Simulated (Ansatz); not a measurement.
The compound is SbW (space group P6_3/mmc, No. 194), taken as coordinates from a relaxation with Ansatz, DFT PBEsol, scalar-relativistic, plane waves, PAW; the starting structure was generated, so it need not be a known form of this composition.

Space group P6_3/mmc (No. 194). a = 4.343 Å, b = 4.343 Å, c = 5.168 Å, α = 90.00°, β = 90.00°, γ = 120.00°
```
atom  site  symmetry       x       y       z
   W    2a      -3m.  0.0000  0.0000  0.0000
  Sb    2c      -6m2  0.3333  0.6667  0.2500
```

Describe the stacking along c, naming the columns A, B, C as they first turn up.

W(A) – Sb(B) – W(A) – Sb(C) (four layers in 5.17 Å).

Sb layers alone: BC, the hexagonal type.

W: two octahedral sites in each hexagonal cell.

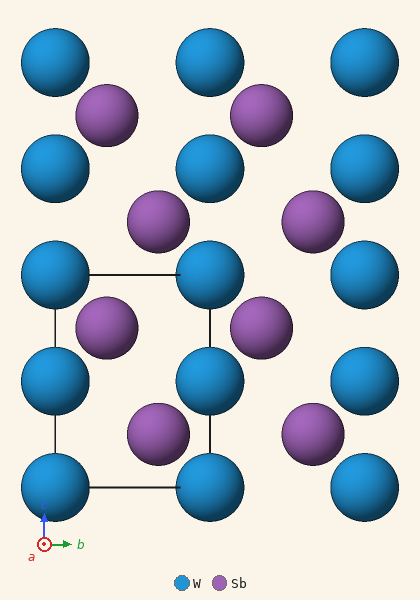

Projection along an edge of the hexagonal mesh, stacking direction c upwards. Every atom sits on one of the three columns of the mesh; call them A, B, C in the order in which they first turn up. The sequence starts with the first layer at or above the cell's origin.
